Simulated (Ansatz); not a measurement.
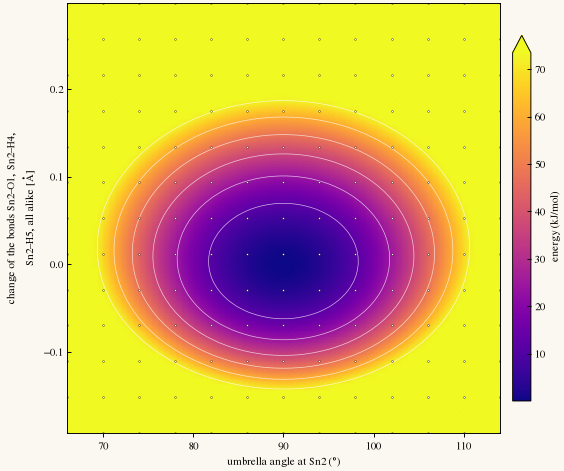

H₃OSn, SMILES [OH][SnH2+], charge +1. Coordinates scanned: (1) umbrella angle at Sn2 (between each of its bonds and their common axis; 90 is planar); (2) change of the bonds Sn2–O1, Sn2–H4, Sn2–H5, all alike. Nothing is relaxed (all other coordinates rigid). The scan uses a 13 × 13 grid; 91 points were computed and 78 follow by symmetry. Points are written as (first, second). All energies are given in kJ/mol relative to the relaxed molecule at the same level. All numbers below come from RKS r2SCAN-D4/def2-TZVP (Ansatz 0.2.0).

Drawn: a smooth colour map with a few white contour lines, dots at the grid points, one colour for all values above the top of the scale. Between grid points the surface is interpolated.

> Estimate the position of the minimum and the force constants in these coordinates.

The interpolated minimum is at the first coordinate ≈ 90.0°, the second coordinate ≈ 0.000 Å. The curvatures there are about 12 eV/rad² and 58 eV/Å², with a cross term of about 0 eV/(rad·Å). Round the minimum the two coordinates are nearly uncoupled. (1 eV is 96.5 kJ/mol.)
